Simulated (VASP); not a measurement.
Band structure of CdS (relaxed from the layer:h-BN structure). All values below come from r2SCAN meta-GGA, VASP's PBE PAW potentials (set 64) (plane waves; VASP 6.6.1).

The cell holds a wide vacuum, so values per volume refer to the whole cell.

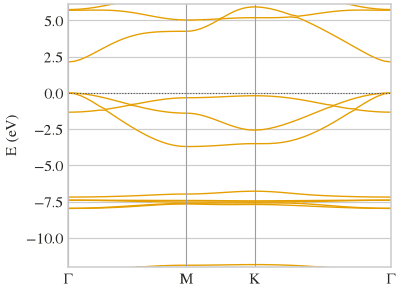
Figure: Bands along high-symmetry lines, zero at the valence-band maximum or, without a gap, the Fermi level

Question: Read the plot: is there a gap, and where are the band edges?

Answer: The gap is direct, 2.13 eV, from the valence maximum at Γ to the conduction minimum at Γ.

The cell is a sheet with vacuum, built from a generated structure.
